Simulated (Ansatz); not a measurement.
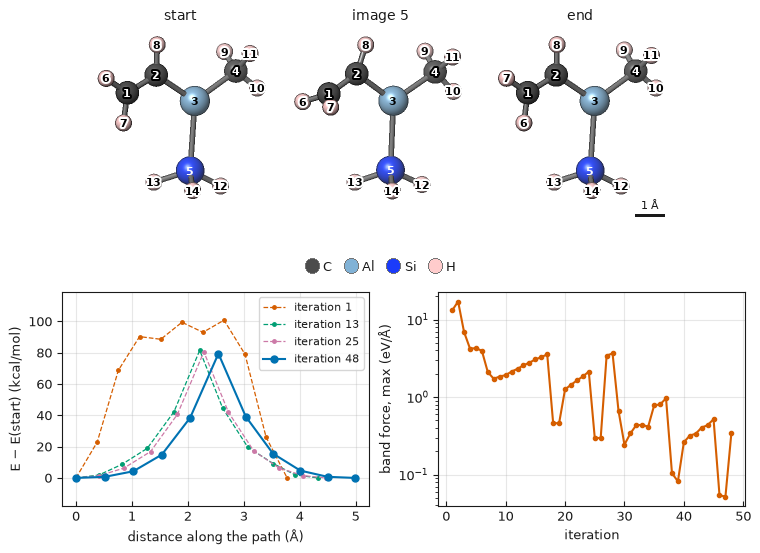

NEB run on C$_{3}$H$_{9}$AlSi. Images are numbered from 0 (start) to 10 (end). The plot follows the band through its iterations. A ball-and-stick model, seen at a tilt.

Level of theory: RHF/6-31G* (Ansatz). Run with 9 movable images; climbing image from the first iteration; force threshold 0.05 eV/Å; iteration limit 48; optimiser L-BFGS; starting path through a guess of the saddle point.

### Judge this run.

The result isn't final. The band hadn't converged when the run stopped after 48 iterations. The largest component of the band force went from 13 to 0.34 eV/Å. The barrier read from it is provisional, though the highest image hardly moved in the last two iterations. The first iteration put the highest image at 100.8 kcal/mol. The barrier is about 79.5 kcal/mol in both directions, with image 5 at the top; the ends have the same energy.

Cost: 20 min on 1 thread of Arm Neoverse V1, with other jobs on the host, peak memory 0.21 GiB.
